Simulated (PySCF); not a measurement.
# [SmSF]−: shape, vibrations and bonding

What shape and bonds does [SmSF]− have? It is relaxed from a template within its point group. It is a constructed species; whether it can be made isn't addressed.

The runs use PySCF 2.14.0; PBE0, Sm lcecp-0-SVP with ECP52, S def2-SVP, F def2-SVP; scalar-relativistic core potentials, no spin–orbit coupling.

1 further run of the same task is left out (for a known fault of the program).

## Step 1: The starting structure

3 atoms, charge -1, spin multiplicity 1.

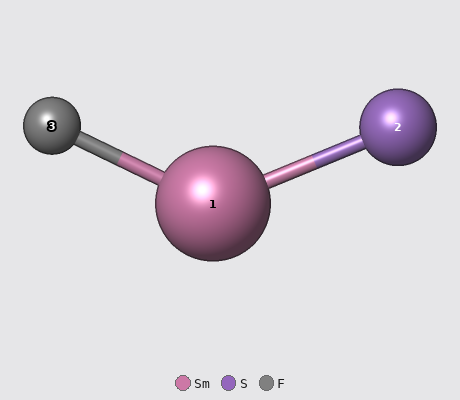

The starting geometry (samarium pink, sulfur purple, fluorine grey); atoms are numbered from 1 in the order of the file.

As a file:

```xyz
3
FSSm
Sm    0.0000    0.0000    0.0000
S     2.3163    0.0000    1.0366
F    -2.0704    0.0000    0.9266
```

Formal oxidation states: Sm +2. Each metal's 6 4f electrons lie in its core potential, so multiplicities, spins and levels count the valence alone.

## Step 2: SCF at the start, singlet

run.py (the lines that set the calculation)

```python
mol = gto.M(atom='''
Sm     0.00000     0.00000     0.00000
S      2.31630     0.00000     1.03660
F     -2.07040     0.00000     0.92660''',
    basis={'Sm': 'lcecp-0-SVP', 'S': 'def2-SVP', 'F': 'def2-SVP'},
    ecp={'Sm': 'lcecp-0-SVP'},
    charge=-1, spin=0)
mf = dft.RKS(mol, xc='PBE0')
mf.grids.atom_grid = (50, 194)  # f atoms: unpruned, at least (60, 302)
mf = mf.density_fit()  # fitting sets: Sm AutoAux, S def2-universal-JKFIT, F def2-universal-JKFIT
mf.conv_tol = 1e-08; mf.max_cycle = 55
mf.kernel(dm0)  # dm0: free metal ions and neutral atoms
```

Command:

```console
$ OMP_NUM_THREADS=2 python run.py
```

The program printed:

```text
init E= -558.347443441983
cycle= 1 E= -514.311204065511  delta_E=   44  |g|= 6.15  |ddm|= 6.47
cycle= 2 E= -495.8493032059  delta_E= 18.5  |g|= 6.47  |ddm|= 10.4
cycle= 3 E= -515.479110516247  delta_E= -19.6  |g|= 3.69  |ddm|= 10.5
cycle= 4 E= -509.938388004483  delta_E= 5.54  |g|= 5.12  |ddm|= 10.4
cycle= 5 E= -525.445866344638  delta_E= -15.5  |g|=  2.1  |ddm|= 7.07
cycle= 6 E= -526.107971741511  delta_E= -0.662  |g|= 1.06  |ddm|= 1.14
cycle= 7 E= -526.401689297215  delta_E= -0.294  |g|= 0.588  |ddm|= 1.12
cycle= 8 E= -526.537884598478  delta_E= -0.136  |g|= 0.248  |ddm|= 0.853
cycle= 9 E= -526.546004175711  delta_E= -0.00812  |g|= 0.226  |ddm|= 0.867
cycle= 10 E= -526.566738083348  delta_E= -0.0207  |g|= 0.0158  |ddm|= 0.386
cycle= 11 E= -526.566830769584  delta_E= -9.27e-05  |g|= 0.00518  |ddm|= 0.0348
cycle= 12 E= -526.566837953631  delta_E= -7.18e-06  |g|= 0.0015  |ddm|= 0.00718
cycle= 13 E= -526.566839028166  delta_E= -1.07e-06  |g|= 0.000395  |ddm|= 0.00369
cycle= 14 E= -526.566839131641  delta_E= -1.03e-07  |g|= 8.59e-05  |ddm|= 0.00133
cycle= 15 E= -526.566839142219  delta_E= -1.06e-08  |g|= 1.31e-05  |ddm|= 0.000672
cycle= 16 E= -526.566839142384  delta_E= -1.64e-10  |g|= 2.34e-06  |ddm|= 6.3e-05
Extra cycle  E= -526.566839142394  delta_E= -1.09e-11  |g|= 1.95e-06  |ddm|= 1.78e-05
converged SCF energy = -526.566839142394
```

Wall time 1.8 s (2 threads of Arm Neoverse V2, shared host); peak memory 0.32 GiB.

Result: E = -526.566839 Eh, frontier levels not given, since the 4f levels lie in the core, Mulliken charge on Sm1 +0.20 e. 

## Step 3: Relaxation, singlet

Steps are kept in the start's point group, Cs.

run.py (the lines that set the calculation)

```python
mol = gto.M(atom='''
Sm    -0.17114     0.00000    -0.25012
S      2.14516     0.00000     0.78648
F     -2.24154     0.00000     0.67648''',
    basis={'Sm': 'lcecp-0-SVP', 'S': 'def2-SVP', 'F': 'def2-SVP'},
    ecp={'Sm': 'lcecp-0-SVP'},
    charge=-1, spin=0)
mf = dft.RKS(mol, xc='PBE0')
mf.grids.atom_grid = (50, 194)  # f atoms: unpruned, at least (60, 302)
mf = mf.density_fit()  # fitting sets: Sm AutoAux, S def2-universal-JKFIT, F def2-universal-JKFIT
mf.conv_tol = 1e-08; mf.max_cycle = 55
mf.kernel(dm0)  # dm0: an SCF of this state at this start
# quasi-Newton relaxation in Cartesian coordinates to a largest gradient under 0.00045 Eh/bohr, steps kept in the point group
```

Command:

```console
$ OMP_NUM_THREADS=2 python run.py
```

No log is kept here; the results follow.

It took 8 s on 2 threads of Arm Neoverse V2, shared host.

Step by step:

```tsv
step	energy from step 1 (eV)	largest force component (eV/Å)
1	0.0000	1.1874
2	-0.0324	0.6206
3	-0.0451	0.0221
4	-0.0452	0.0134
5	-0.0454	0.0198
6	-0.0454	0.0083
```

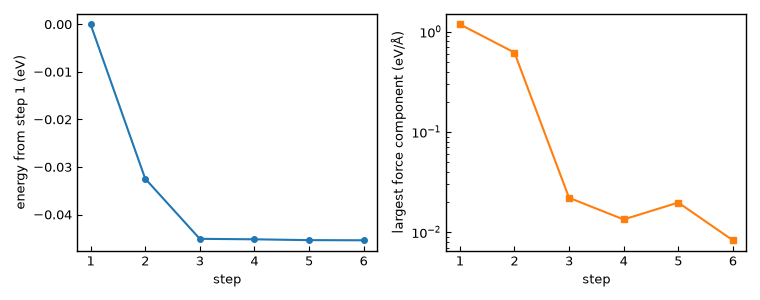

Energy and force, step by step.

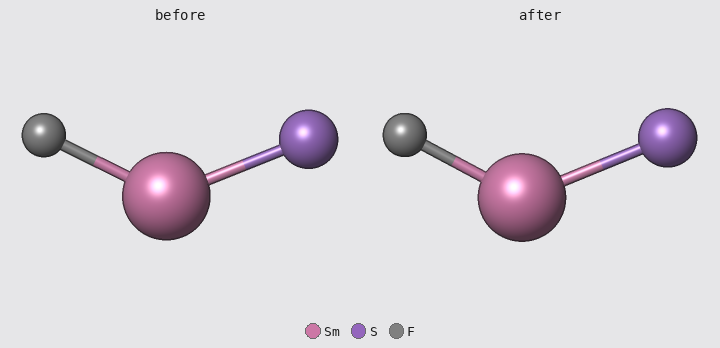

Before and after, at one scale.

Distances of close pairs at the start and the end, largest changes first:

```tsv
bond	before (Å)	after (Å)	change (Å)
Sm1–S2	2.538	2.607	+0.070
Sm1–F3	2.268	2.201	-0.067
```

It ends in Cs at E = -526.568508 Eh.

```xyz
3

Sm   -0.21853    0.00000   -0.27638
S     2.15220    0.00000    0.80879
F    -2.20119    0.00000    0.68044
```

## Step 4: The relaxed geometry turned into its symmetry frame

run.py (the lines that set the calculation)

```python
mol = gto.M(atom='''
Sm    -0.18793     0.00000    -0.26060
S      2.18280     0.00000     0.82457
F     -2.17059     0.00000     0.69621''',
    basis={'Sm': 'lcecp-0-SVP', 'S': 'def2-SVP', 'F': 'def2-SVP'},
    ecp={'Sm': 'lcecp-0-SVP'},
    charge=-1, spin=0)
mf = dft.RKS(mol, xc='PBE0')
mf.grids.atom_grid = (50, 194)  # f atoms: unpruned, at least (60, 302)
mf = mf.density_fit()  # fitting sets: Sm AutoAux, S def2-universal-JKFIT, F def2-universal-JKFIT
mf.conv_tol = 1e-08; mf.max_cycle = 55
mf.kernel(dm0)  # dm0: free metal ions and neutral atoms
```

Command:

```console
$ OMP_NUM_THREADS=2 python run.py
```

The program printed:

```text
init E= -558.338479631925
cycle= 1 E= -514.591359509596  delta_E= 43.7  |g|= 6.13  |ddm|= 6.31
cycle= 2 E= -495.227831433556  delta_E= 19.4  |g|= 6.35  |ddm|= 10.3
cycle= 3 E= -515.337016264491  delta_E= -20.1  |g|= 3.49  |ddm|= 10.7
cycle= 4 E= -507.683264198358  delta_E= 7.65  |g|= 5.52  |ddm|= 11.1
cycle= 5 E= -525.385582244389  delta_E= -17.7  |g|= 2.06  |ddm|= 7.55
cycle= 6 E= -526.000898690751  delta_E= -0.615  |g|= 1.17  |ddm|=  1.2
cycle= 7 E= -526.293856065033  delta_E= -0.293  |g|= 0.766  |ddm|= 0.989
cycle= 8 E= -526.508268085832  delta_E= -0.214  |g|= 0.336  |ddm|= 0.97
cycle= 9 E= -526.524386781426  delta_E= -0.0161  |g|= 0.328  |ddm|= 1.23
cycle= 10 E= -526.56818198159  delta_E= -0.0438  |g|= 0.0307  |ddm|= 0.553
cycle= 11 E= -526.568492545146  delta_E= -0.000311  |g|= 0.00679  |ddm|= 0.0542
cycle= 12 E= -526.568505853341  delta_E= -1.33e-05  |g|= 0.00194  |ddm|= 0.0109
cycle= 13 E= -526.568507510562  delta_E= -1.66e-06  |g|= 0.000439  |ddm|= 0.00382
cycle= 14 E= -526.56850761664  delta_E= -1.06e-07  |g|= 0.000162  |ddm|= 0.00118
cycle= 15 E= -526.56850763555  delta_E= -1.89e-08  |g|= 3.47e-05  |ddm|= 0.000651
cycle= 16 E= -526.568507636632  delta_E= -1.08e-09  |g|= 3.73e-06  |ddm|= 0.000176
Extra cycle  E= -526.568507636662  delta_E= -3.01e-11  |g|= 3.96e-06  |ddm|= 3.19e-05
converged SCF energy = -526.568507636662
```

Wall time 0.8 s (2 threads of Arm Neoverse V2, shared host).

Read off: E = -526.568508 Eh, frontier levels not given, since the 4f levels lie in the core, Mulliken charge on Sm1 +0.20 e. 

## Step 5: Frequencies and infrared intensities

Changes to run.py (the lines that set the calculation) since step 4:

```diff
@@ -10,3 +10,4 @@
 mf = mf.density_fit()  # fitting sets: Sm AutoAux, S def2-universal-JKFIT, F def2-universal-JKFIT
-mf.conv_tol = 1e-08; mf.max_cycle = 55
-mf.kernel(dm0)  # dm0: free metal ions and neutral atoms
+mf.conv_tol = 1e-10; mf.max_cycle = 55
+mf.kernel(dm0)  # dm0: the density of the relaxed state
+# Hessian and dipole derivatives by central differences of gradients, 0.02 bohr
```

Command:

```console
$ OMP_NUM_THREADS=2 python run.py
```

No log is kept here; the results follow.

Wall time 17 s (2 threads of Arm Neoverse V2, shared host).

Point group Cs; negative numbers are unstable modes, and those under 60 cm⁻¹ are near the numerical noise:

```tsv
cm⁻¹	km/mol	symmetry
80	21.2	a'
323	52.1	a'
433	86.6	a'
```

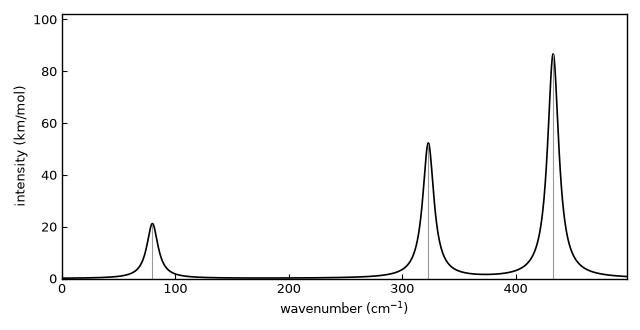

The infrared spectrum from the harmonic lines. Lines are broadened to a width of 12 cm⁻¹ (Lorentzian).

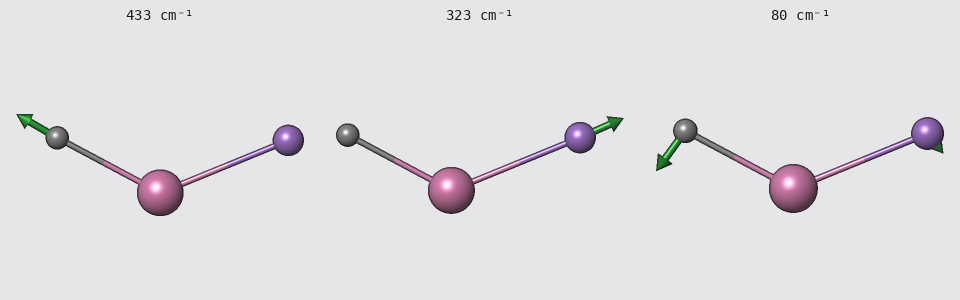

Displacements of 3 modes, as arrows.

## Step 6: Properties on a finer grid

run.py (the lines that set the calculation)

```python
mol = gto.M(atom='''
Sm    -0.21853     0.00000    -0.27638
S      2.15220     0.00000     0.80879
F     -2.20119     0.00000     0.68044''',
    basis={'Sm': 'lcecp-0-SVP', 'S': 'def2-SVP', 'F': 'def2-SVP'},
    ecp={'Sm': 'lcecp-0-SVP'},
    charge=-1, spin=0)
mf = dft.RKS(mol, xc='PBE0')
mf.grids.atom_grid = (75, 302)  # f atoms: unpruned, at least (60, 302)
mf = mf.density_fit()  # fitting sets: Sm AutoAux, S def2-universal-JKFIT, F def2-universal-JKFIT
mf.conv_tol = 1e-09; mf.max_cycle = 55
mf.kernel(dm0)  # dm0: the density of the relaxed state
```

Command:

```console
$ OMP_NUM_THREADS=2 python run.py
```

The program printed:

```text
init E= -526.568509126846
cycle= 1 E= -526.568509124748  delta_E= 2.1e-09  |g|= 0.00011  |ddm|= 0.000193
cycle= 2 E= -526.568509114581  delta_E= 1.02e-08  |g|= 0.000217  |ddm|= 0.000388
cycle= 3 E= -526.568509127803  delta_E= -1.32e-08  |g|= 1.58e-05  |ddm|= 0.000282
cycle= 4 E= -526.568509127889  delta_E= -8.64e-11  |g|= 9.2e-07  |ddm|= 2.42e-05
Extra cycle  E= -526.56850912789  delta_E= -4.55e-13  |g|= 1.58e-06  |ddm|= 4.58e-06
converged SCF energy = -526.56850912789
```

Wall time 3.7 s (2 threads of Arm Neoverse V2, shared host).

Read off: E = -526.568509 Eh, frontier levels not given, since the 4f levels lie in the core, Mulliken charge on Sm1 +0.20 e, largest force component 0.009 eV/Å. 

Löwdin charges:

```tsv
atom	value (e)
Sm1	-0.07
S2	-0.44
F3	-0.48
```

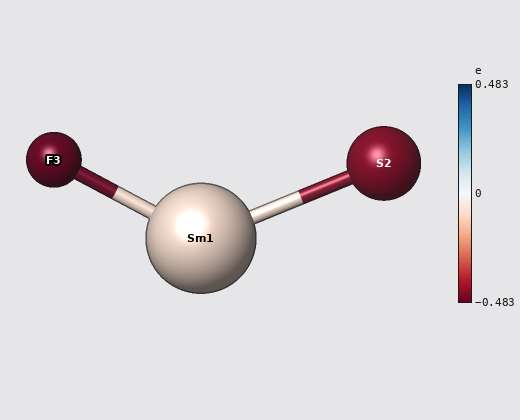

Löwdin charges, as colours on the atoms.

Mulliken charges: Sm1 +0.20, S2 -0.63, F3 -0.56 e.

Contacts (the nearest donor of each ligand) and Mayer bond orders:

```tsv
contact	distance (Å)	bond order
Sm1–S2 (S)	2.607	2.14
Sm1–F3 (F)	2.201	0.78
```

Mulliken populations of Sm1 outside the core potential: s 2.31, p 6.31, d 1.16, f 0.03.

## Step 7: Summary of results

```
                                              quantity                                                           value
                                 state and point group                                      singlet in the valence, Cs
                                                 modes                                   80 to 433 cm⁻¹, none unstable
strongest infrared band (modes within 1.5 cm⁻¹ summed)                                            433 cm⁻¹ (87 km/mol)
                                     zero-point energy                                                        0.052 eV
                               ideal gas, 298 K, 1 bar                                  S = 326.4, Cp = 54.1 J/(mol K)
                                 metal–ligand contacts                                                  2.20 to 2.61 Å
                                       frontier levels  frontier levels not given, since the 4f levels lie in the core
                       dipole about the centre of mass                                                          9.33 D
                                   mean polarisability                                                         13.4 Å³
```

What this shows: All modes are real, so the structure is a minimum. The metal carries -0.07 e by Löwdin's partition against a formal +2, and bond orders to the nearest donors reach 2.14. Both measures hang on the basis. One start shape was tried, so another isomer may lie lower. These are double-zeta-type bases without diffuse functions. Spin–orbit coupling is left out.
